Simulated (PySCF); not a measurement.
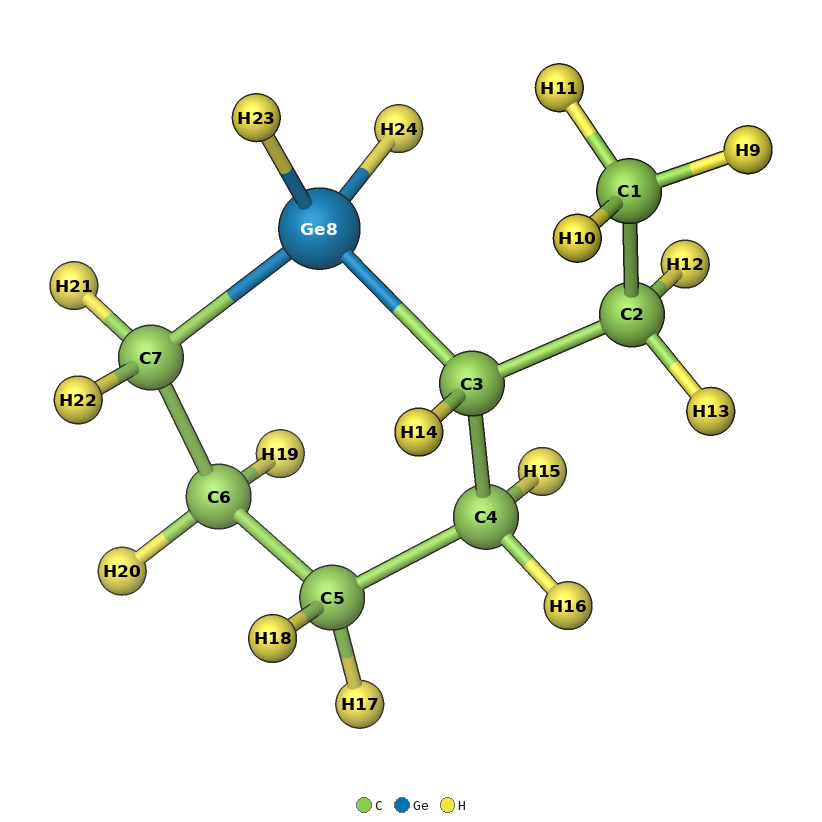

The computed structure is the end point of a PBE0-D3(BJ)/def2-SVP optimisation. No frequency run is at hand to confirm it as a minimum. Method: delta-SCF UKS SCAN, pcX-2 on the ionised atom, pcseg-1 elsewhere, spin-free X2C (PySCF 2.14.0).

Give the core-electron binding energies (to vacuum) of C1 1s, C2 1s, C3 1s, C4 1s, C5 1s, C6 1s, C7 1s.

```csv
atom,level,binding energy (eV)
C1,1s,290.4
C2,1s,290.3
C3,1s,289.8
C4,1s,290.3
C5,1s,290.3
C6,1s,290.4
C7,1s,289.8
```
